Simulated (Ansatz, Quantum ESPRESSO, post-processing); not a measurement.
# Ballistic transmission: Al chain with one bond drawn out by 0.6 Å, part 4 of 4

How well does the junction conduct in the ballistic limit? It is: Al chain with one bond drawn out by 0.6 Å.

Quantum ESPRESSO 7.5; plane-wave DFT, PBE, GBRV ultrasoft pseudopotentials; cross-check by Ansatz 0.2.0 with PAW datasets.

So far. Step 2 (Self-consistent run): The run needed 25 iterations to bring the estimated error under 1e-07 Ry; the largest force on any atom, held or free, is 1.80 eV/Å. Step 3 (The open system): At no point does T exceed the number of channels.

## Step 5: Cross-check with Ansatz

A second code with its own PAW datasets, on the same atoms.

Level of this step: plane-wave DFT, PBE, Ansatz PAW (Ansatz 0.2.0).

Input file input.yaml:

```yaml
crystal:
  lattice:
    - [7.5, 0.0, 0.0]
    - [0.0, 7.5, 0.0]
    - [0.0, 0.0, 29.4]
  atoms:
    - { symbol: Al, position: [0.5, 0.5, 0.0] }
    - { symbol: Al, position: [0.5, 0.5, 0.0816326531] }
    - { symbol: Al, position: [0.5, 0.5, 0.1632653061] }
    - { symbol: Al, position: [0.5, 0.5, 0.2448979592] }
    - { symbol: Al, position: [0.5, 0.5, 0.3265306122] }
    - { symbol: Al, position: [0.5, 0.5, 0.4081632653] }
    - { symbol: Al, position: [0.5, 0.5, 0.5102040816] }
    - { symbol: Al, position: [0.5, 0.5, 0.5918367347] }
    - { symbol: Al, position: [0.5, 0.5, 0.6734693878] }
    - { symbol: Al, position: [0.5, 0.5, 0.7551020408] }
    - { symbol: Al, position: [0.5, 0.5, 0.8367346939] }
    - { symbol: Al, position: [0.5, 0.5, 0.9183673469] }
kpoints:
  mp_grid: { grid: [1, 1, 4] }
hamiltonian:
  xc: pbe
scf:
  occupations: { method: fermi_dirac, width: 0.1 }
  convergence: { dr2_threshold: 1.0e-08 }
output:
  transmission:
    leads: [[0, 1]]
    e_range: [-2.0, 2.0]
    de: 0.05
    kmesh: [1, 1]
    reduced_basis: true
  write_potential: true
  write_density: true
  volumetric_format: npy
  elf: true
```

On the command line:

```bash
> ansatz run input.yaml --threads 2 --pin off --max-ram 4096MiB --backend cpu --events-out ev --progress --plain --runs-dir out
```

Numbers of over 12 decimals in the logs are rounded to 6 here.

Output:

```text
Engine: ansatz 0.2.0, aarch64-unknown-linux-gnu
Pseudopotentials: kind: paw
Pseudopotential: Al, paw, valence charge 3, recommended cutoff 420 eV (normal), Al.paw.azcp
Functional definition: PBE
  parameter kappa = 0.804
  parameter beta = 0.066725
  exchange = pbe_x(kappa = kappa, mu = beta*pi^2/3)
  correlation = pbe_c(beta = beta)
Crystal: 12 atoms, lattice volume = 1653.750 Å³
Basis set: ecut = 420 eV, 32395 PW (Γ)
Bands: 30, of which v1, the nominal top of the filled ones, is band 18 counted from 1 (17 counted from 0)
Symmetry: 16 space group operations
Space group: P4/mmm (ITA 123), of the structure as read, at distance tolerance 1.2e-4 Å
k-points: 3 of 4
Non-local potential: Al, projectors of the file, l = 0: 2, l = 1: 2, l = 2: 1
PAW form: soft (Blöchl's): semilocal exchange-correlation on the pseudo side does not see the compensation charge
PAW one-centre angular grid: Al, 110 points (default); XC on 64 Gauss nodes
Initial density: superposition of atomic densities (neutral atoms: chi_scale 0, normalization atom), corrected by the library's trained network
Initial wavefunctions: pseudopotential atomic-orbital guess
Functional: x = pbe(κ = 0.804, μ = 0.219515), c = pbe(β = 0.066725)
SCF iter   1: F=—  HF=-6426.404185 eV  |F-HF|=—  |Δ(HF+E_count)|=         —  Δρ=2.85e-3  dr2=2.11e0  ethr=1.77e-3  ⟨swp⟩=7.0  Hψ=496  notcnv=0
preconditioner: auto → LDOS  [metal: Δε(μ)=0.128 eV  Ē_g=4.023 eV  σ=0.100 eV  W_gap=0.31  n_scr=84 (ndim 8)  ℏωp=5.5 eV  f_vac=0.469  D(μ)=16.73/eV (n_scr^D=76)  β→1.0]
SCF iter   2: F=—  HF=-6426.344133 eV  |F-HF|=—  |Δ(HF+E_count)|=   6.01e-2  Δρ=1.18e-3  dr2=3.51e-1  ethr=1.77e-3  ⟨swp⟩=1.7  Hψ=116  notcnv=0
SCF iter   3: F=—  HF=-6426.335894 eV  |F-HF|=—  |Δ(HF+E_count)|=   8.24e-3  Δρ=2.90e-4  dr2=1.13e-2  ethr=9.76e-4  ⟨swp⟩=1.7  Hψ=92  notcnv=0
SCF iter   4: F=—  HF=-6426.335854 eV  |F-HF|=—  |Δ(HF+E_count)|=   3.99e-5  Δρ=8.73e-5  dr2=6.10e-4  ethr=3.13e-5  ⟨swp⟩=1.7  Hψ=92  notcnv=0
SCF iter   5: F=—  HF=-6426.335861 eV  |F-HF|=—  |Δ(HF+E_count)|=   7.19e-6  Δρ=2.65e-5  dr2=4.25e-5  ethr=1.70e-6  ⟨swp⟩=2.7  Hψ=136  notcnv=0
SCF iter   6: F=—  HF=-6426.335871 eV  |F-HF|=—  |Δ(HF+E_count)|=   9.49e-6  Δρ=1.16e-5  dr2=1.26e-5  ethr=1.18e-7  ⟨swp⟩=2.7  Hψ=172  notcnv=0
SCF iter   7: F=—  HF=-6426.335869 eV  |F-HF|=—  |Δ(HF+E_count)|=   1.77e-6  Δρ=3.57e-6  dr2=8.66e-7  ethr=3.49e-8  ⟨swp⟩=2.0  Hψ=116  notcnv=0
SCF iter   8: F=—  HF=-6426.335768 eV  |F-HF|=—  |Δ(HF+E_count)|=   1.01e-4  Δρ=1.26e-6  dr2=1.67e-7  ethr=2.40e-9  ⟨swp⟩=2.3  Hψ=131  notcnv=0
SCF iter   9: F=—  HF=-6426.335768 eV  |F-HF|=—  |Δ(HF+E_count)|=   4.10e-9  Δρ=3.57e-7  dr2=1.21e-8  ethr=4.63e-10  ⟨swp⟩=1.3  Hψ=112  notcnv=0
SCF iter  10: F=-6426.335768 eV  HF=-6426.335768 eV  |F-HF|=1.08e-9  |Δ(HF+E_count)|=  6.69e-10  Δρ=1.43e-7  dr2=1.85e-9  ethr=2.78e-11  ⟨swp⟩=6.7  Hψ=227  notcnv=0
SCF 1 converged in 10 iterations: F = -6426.335768 eV  dr2 = 1.85e-9
  greatest PAW one-centre occupation: 0.494 electrons in one spin orbital (limit 2), on the Al atom at site 6 (counted from 0), in its partial waves of l = 0
transmission: 37 of 222 steps passed
transmission: 74 of 222 steps passed
[...]
transmission: 222 of 222 steps passed
WARN: The output density's exchange-correlation potential varies sharply where the density is thin. Do not read a vacuum level from v_tot or v_xc, or from such a field of the output density. On a cell that repeats whose density bears no net charge and no dipole along the vacuum's axis use v_es (v_loc + v_h of the components); under efield.dipole_correction with no amplitude use v_es + v_field, which holds any externa [...]
SCF converged after 10 iterations
Free energy (F): -6426.335768 eV
Harris-Foulkes:  -6426.335768 eV  (|F-HF|=1.08e-9)
Internal energy: -6425.743577 eV  (E = F + TS)
E sigma→0 (E₀):  -6426.039672 eV
Entropy (-TS):   -0.592191 eV (-49.349 meV/atom)
Fermi energy:    -2.498667 eV
--- Per-component energies (eV) ---
  E_band       = -200.009314
  E_kinetic    = 229.132329
  E_local      = -877.023119  (includes V_loc(G=0)·N_el)
  E_nonlocal   = 134.278836
  E_hartree    = 328.476316
  E_xc         = -440.756006
  E_vxc        = -298.243711  (∫ρ·V_xc dr)
  E_paw        = -5609.094579  (= ΣΔE_a)
  E_vpaw       = -45.106368  (= ΣTr[D̂ρ^β])
  E_aug_tail   = -0.000025  (compensation charges beyond the density's cutoff)
  E_ewald      = -190.757329
  E_smearing   = -0.592191  (= −TS)
  E_closure    = 0.000000  (closes the sum)
  Σ components = -6426.335768   (vs F -6426.335768, Δ=0.00e0)
--- Band table (eV) ---
  k-point 0: bands = [... 14 lower, -2.7530, -2.7530, -2.6942, -2.6942, -2.2926, -2.2926, -2.1846, -2.1846, ... 8 higher]
  k-point 1: bands = [... 14 lower, -2.7959, -2.7959, -2.6318, -2.6318, -2.3927, -2.3927, -2.0681, -2.0681, ... 8 higher]
  k-point 2: bands = [... 14 lower, -2.8276, -2.8276, -2.5552, -2.5552, -2.4877, -2.4877, -1.9481, -1.9481, ... 8 higher]
--- Transmission ---
  basis      : 497 plane waves across, 37 finite elements along
  points     : 1, standing for a mesh of 1 x 1
  energies   : 81 from -2.000000 to 2.000000 eV about the Fermi level, 0.050000 eV apart; the leads are filled to 0.000000 eV, and channels, transmission and decay are at 0.000000 eV
  crystal 0  : Al1, at the sites [0, 1], period 2.4000 Å, over 28.80 Å; its Hamiltonian steps by up to 6.6 meV
    offset         : up to 0.0000 Å between an atom of the period and one for which it stands
    channels       : 2.000000e0 a spin
    conductance    : none, the energies end too early or step too widely for 300 K: set another output.transmission.e_range or a lower de, or, where they end at an eighth of basis.ecutwfc, a higher one
  junction   : crystal 0 to crystal 0, -0.50 to 26.50 Å
    transmission   : 1.632833e0 a spin
    error estimate : 6.969283e-5 a spin from the reduction of the transverse basis, at the most 2.894329e-4 at -0.400000 eV
    conductance    : none, the energies end too early or step too widely for 300 K: set another output.transmission.e_range or a lower de, or, where they end at an eighth of basis.ecutwfc, a higher one
```

The job ended after 32 s (2 threads of Arm Neoverse V2, shared host; peak memory 1.3 GiB).

Numbers from this step:

```
free energy                                  : -6426.3358 eV
energy at zero smearing                      : -6426.0397 eV
smearing term TS                             : 0.5922 eV
Fermi energy                                 : -2.499 eV
symmetry operations                          : 16
transmission at the Fermi level, one spin    : 1.633
step of the lead's Hamiltonian over a period : 6.6 meV
```

Per spin. Table of transmission by energy, zero at the Fermi level:

```
energy (eV)  transmission
    -2.0000         0.910
    -1.7500         0.945
    -1.5000         0.984
    -1.3500         0.999
    -1.2500             0
    -1.0000             0
    -0.7500             0
    -0.5000             0
    -0.2500          1.37
     0.0000          1.63
     0.2500          1.51
     0.5000          1.39
     0.7500          1.37
     1.0000          1.63
     1.2500          1.88
     1.5000          2.03
     1.7500          2.14
     2.0000          2.22
```

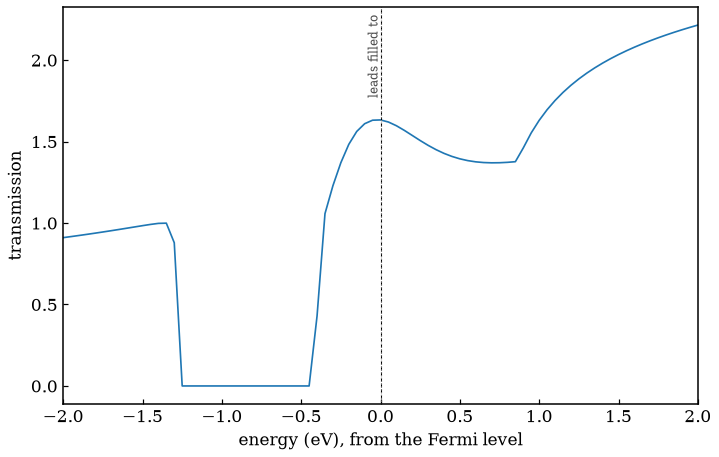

Transmission, plotted against energy.

Per spin. Table of open channels by energy, zero at the Fermi level:

```
energy (eV)  open channels
     -2.000              1
     -1.800              1
     -1.600              1
     -1.400              1
     -1.200              0
     -1.000              0
     -0.800              0
     -0.600              0
     -0.400              2
     -0.200              2
      0.000              2
      0.200              2
      0.400              2
      0.600              2
      0.800              2
      1.000              3
      1.200              3
      1.400              3
      1.600              3
      1.800              3
      2.000              3
```

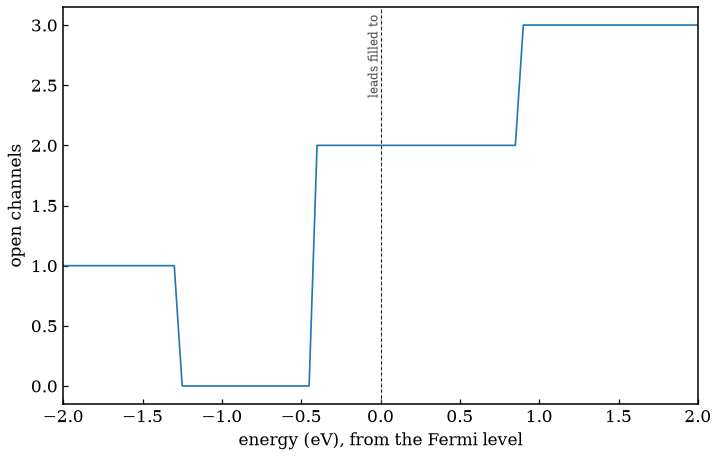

Open channels against energy.

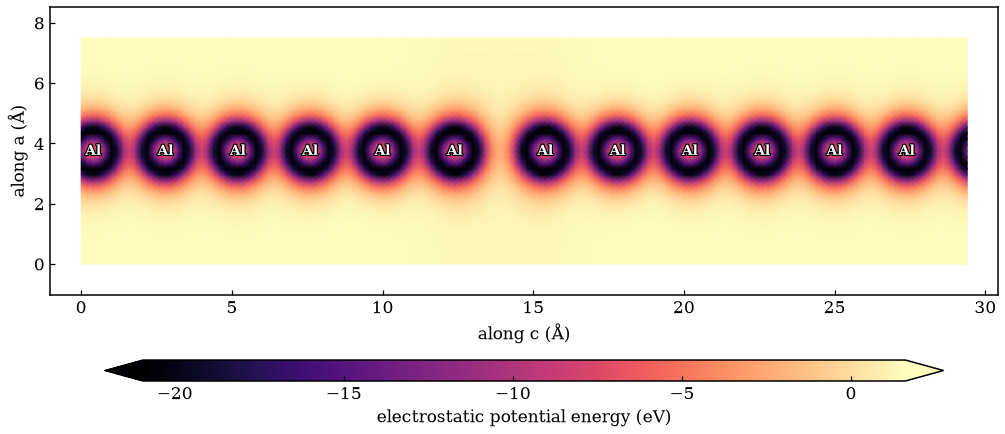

Electrostatic potential energy in the ca plane at fractional y = 0.500, with atoms of Al within 0.2 Å of it. With pseudopotentials it is smooth inside the atoms' cores, unlike the true potential.

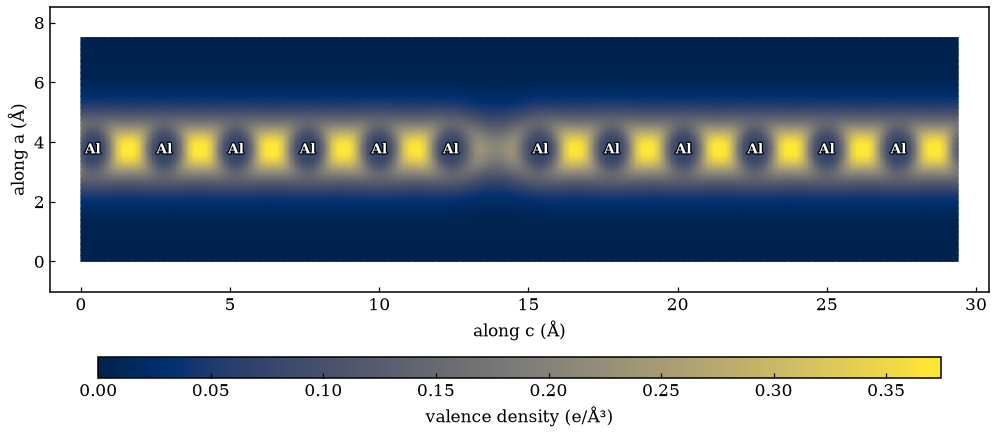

Valence density in the ca plane at fractional y = 0.500, with atoms of Al within 0.2 Å of it. It is the smooth field of the valence electrons, not physical close to the nuclei.

Ansatz finds T = 1.63 against pwcond's 1.76.

## Step 6: All levels side by side

All levels:

```
                   step  T at the Fermi level (per spin)  conductance (G0)  r.m.s. T(E) from the first  CPU time of the step (s)  peak memory (GiB)
                 Ansatz                            1.633                 -                           0                     62.14               1.29
                 pwcond                            1.756             1.756                      0.1592                     275.7                0.3
pwcond, changed setting                            1.756             1.756                      0.1592                     246.9                0.3
```

Per spin. Table of transmission by energy, zero at the Fermi level:

```
energy (eV)  Ansatz  pwcond  pwcond, changed setting
      -2.00   0.910   0.912                    0.912
      -1.70   0.953   0.950                    0.950
      -1.40   0.998   0.970                    0.970
      -1.10       0       0                        0
      -0.80       0       0                        0
      -0.50       0       0                        0
      -0.20    1.48    1.48                     1.48
       0.00    1.63    1.76                     1.76
       0.20    1.54    1.53                     1.53
       0.50    1.39    1.37                     1.37
       0.80    1.37    1.33                     1.33
       1.10    1.75    1.66                     1.66
       1.40    1.98    1.92                     1.92
       1.70    2.12    2.11                     2.11
       2.00    2.22    2.22                     2.22
```

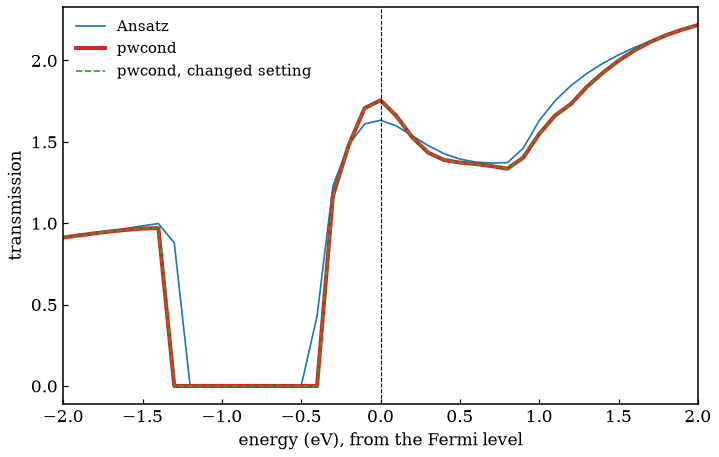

Transmission against energy.

## Step 7: By hand

G = 1.76 × 77.48 µS = 136 µS a cell, a resistance of 7.35 kΩ.

## Step 8: Summary of results

```json
{"conductance from T at the Fermi level, a cell (G₀ = 2e²/h)": "1.76 G₀", "lead channels per spin": "2.00", "the same conductance by Ansatz": "1.63 G₀"}
```

What this shows: The junction conducts 1.76 G₀ a cell at the Fermi level (PBE, GBRV ultrasoft). At the Fermi level the junction passes 88 % of what the leads offer. At the Fermi level pwcond and Ansatz differ by 7.5 %. Over -2 to 2 eV, T lies between 0 and 2.2 per spin. The geometry is as built, not relaxed, and the leads are short.

[Logs are printed without paths, hosts, clocks, repeated set-up lines and the standing remarks that a program may print on its own settings, such as how far it seeks lower states.]

[Hosts, paths, dates, database ids (printed as entryN), source tags and the programs' standing remarks are cut or masked in the printed files.]

[Maps of the electrostatic potential energy from Ansatz leave out the sawtooth potential of an applied field or a dipole correction, so their vacuum need not be flat; planar profiles and work functions include it.]
